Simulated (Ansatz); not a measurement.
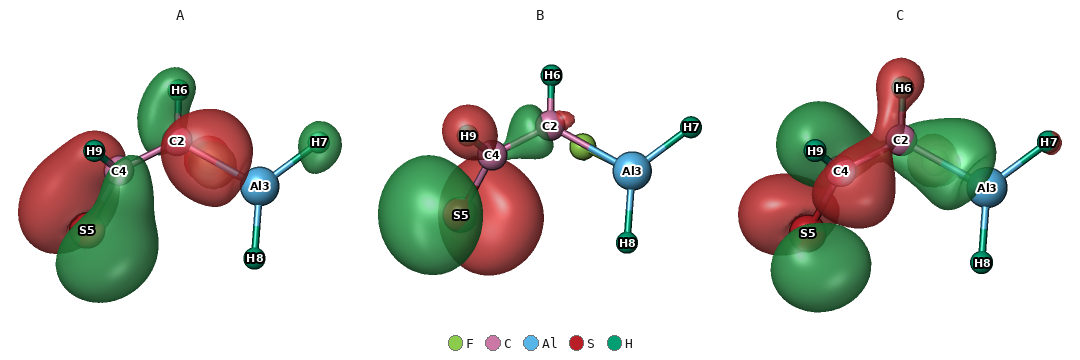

Figure 1: C$_{2}$H$_{4}$AlFS. Three frontier orbitals at ±0.1 Å⁻³ᐟ² (green and red are the two phases), in no order.

Theory: RKS B3LYP-D4/6-31G in Ansatz 0.2.0.

Input

```
crystal:
  periodic: [false, false, false]
  atoms:
    - { symbol: F, position_ang: [-0.1121, 0.0255, -1.7281] }
    - { symbol: C, position_ang: [0.1543, 0.4168, -0.4404] }
    - { symbol: Al, position_ang: [0.8976, -1.1813, 0.4635] }
    - { symbol: C, position_ang: [-0.9909, 0.9391, 0.2665] }
    - { symbol: S, position_ang: [-1.7012, 2.1361, -0.1723] }
    - { symbol: H, position_ang: [0.9454, 1.2194, -0.4541] }
    - { symbol: H, position_ang: [2.4065, -1.6675, 0.0211] }
    - { symbol: H, position_ang: [-0.035, -2.3424, 0.867] }
    - { symbol: H, position_ang: [-1.476, 0.408, 1.1596] }
basis:
  gaussian: { orbitals: "6-31G" }
hamiltonian:
  xc: b3lyp
  dispersion: d4
relax:
  f_tol: 0.015
  max_steps: 40
output:
  orbitals: {}
```

Run with:

```sh
ansatz run input.yaml --threads 1 --pin off --max-ram 2048MiB --backend cpu --events-out ev --progress --plain --runs-dir out
```

The fields are those of the relaxed geometry.

### Order the three orbitals by energy and name them.

A is the HOMO−1 (−7.32 eV). By Hirshfeld shares it lies mainly on S5 (about 50 %), C2 (about 20 %), C4 (about 10 %) and Al3 (about 10 %). B is the HOMO (−6.17 eV). It lies mainly on S5 (about 85 %) and C4 (about 5 %); largely a lone pair of S5. C is the LUMO (−2.43 eV). By Hirshfeld shares it lies mainly on S5 (about 35 %), C4 (about 35 %), C2 (about 10 %) and Al3 (about 10 %); π-antibonding (π*) across S5–C4.

### What is the HOMO–LUMO gap?

3.74 eV between the orbital energies.
